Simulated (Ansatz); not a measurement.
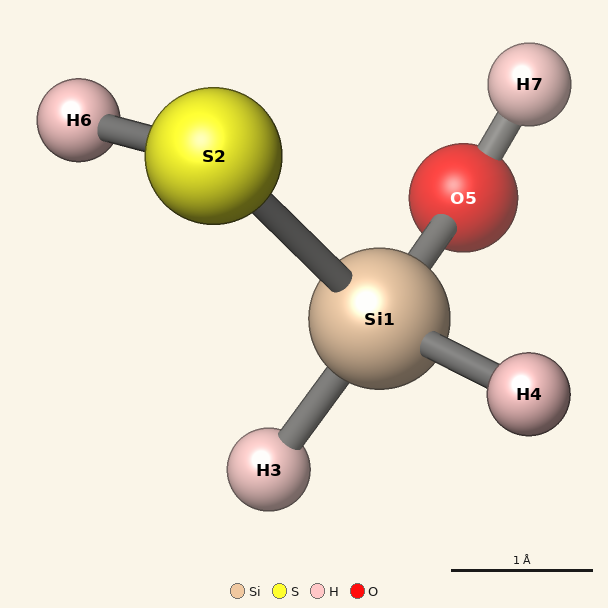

Orthographic view. Distant atoms are faded towards the background colour. Computed geometry: PBE0-D4/def2-TZVP optimisation.

Give the geometry as a Z-matrix, atoms in numerical order, with these reference atoms: 2 to 1; 3 to 1, 2; 4 to 1, 3, 2; 5 to 1, 3, 4; 6 to 2, 1, 3; 7 to 5, 1, 3.

```
Si 
S    1   2.133
H    1   1.478   2   111.6
H    1   1.484   3   111.9   2   114.7
O    1   1.642   3   104.5   4   122.1
H    2   1.344   1    94.6   3   -52.7
H    5   0.959   1   117.3   3   173.5
```
